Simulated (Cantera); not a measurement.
Input: 1 mol BaF₂, 0.15 mol H₂, held at 7.50 Torr.

Cantera equilibrium calculation (NASA polynomials, part measured and part estimated; ideal gas, pure solids and liquids). Candidate condensed phases: Ba, BaF₂; 14 gas species. Equilibrium is a limit: real reactors are often held back by kinetics, nucleation or transport.

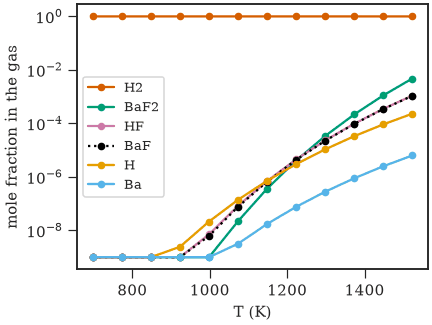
Fig. 1. Equilibrium gas composition (values under 1e-9 drawn at 1e-9)

Question: Read off the mole fractions at 1073 K.

Answer: H₂ about 1.0, H about 1.4e-7, HF about 8.3e-8, BaF about 7.7e-8, BaF₂ about 2.2e-8.
